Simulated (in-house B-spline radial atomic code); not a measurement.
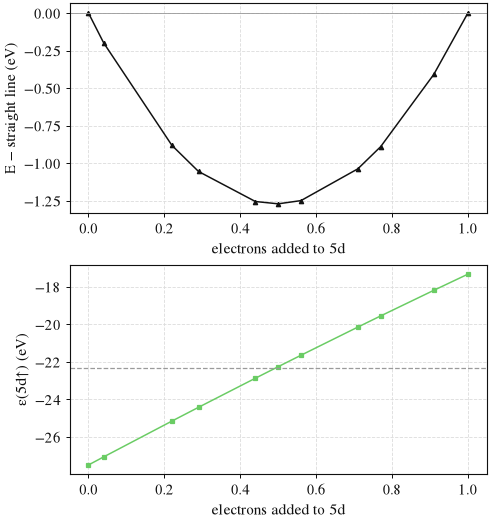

All numbers are computed, not measured: scalar-relativistic (spin-free one-electron X2C) PBEsol, spin-polarised, spherical fractional occupations, Fermi nucleus, basis-set limit (an in-house B-spline radial code). The occupation of the 5d shell is varied from Hf³⁺ ([Xe] 4f14 5d1 (high spin)) to Hf²⁺ ([Xe] 4f14 5d2 (high spin)), with spherical fractional occupations. The plot shows the total energy less the straight line between the end points, and the eigenvalue of 5d↑ (the dashed line is minus the energy to take the whole electron out).

### Is the energy convex or concave in the occupation, and by how much?

The curve is convex (below the straight line), with the largest deviation among the points computed, −1.27 eV, at 0.5. The end points differ by 22.3 eV, the energy to take the electron out. The eigenvalue, which is the slope of the energy (Janak's theorem), moves from −27.5 eV at 0 to −17.3 eV at 1; for a straight line it would stay constant, and a parabola would sag by an eighth of this change, scaled to a whole electron, 1.27 eV. Convexity is the mark of the delocalisation error, which puts fractional charges too low; for p, d and f shells the spherical spreading of the fraction adds to it.
